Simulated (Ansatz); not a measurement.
Start from GaN in the zinc blende structure (space group F-43m, No. 216; a = 4.498 Å). Axes: x, y, z lie along the cube axes.

Structures relaxed with Kohn–Sham DFT with the PBEsol functional, run in Ansatz (a first-principles code) with PAW and 420 eV plane waves, scalar-relativistic without spin-orbit coupling.

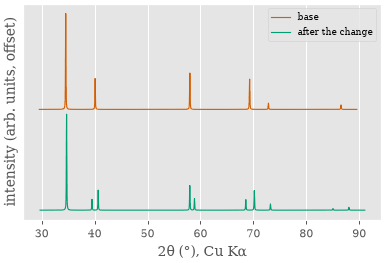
Figure. Simulated powder patterns before (top) and after one change

Name the change that was made.
A) biaxial strain −2.49 %, plane normal [111], relaxed out of plane
B) biaxial strain +0.61 %, plane normal [001], relaxed out of plane
C) uniaxial stress, 5 GPa tension along x
D) biaxial strain −1.35 %, plane normal [001], relaxed out of plane

D, biaxial strain −1.35 %, plane normal [001], relaxed out of plane. Its volume per atom is 11.23 Å³ against 11.38 Å³, and its space group is I-4m2 (No. 119).

Stability under load was not tested beyond the relaxation. This is not the structure that GaN has at room temperature and ambient pressure.
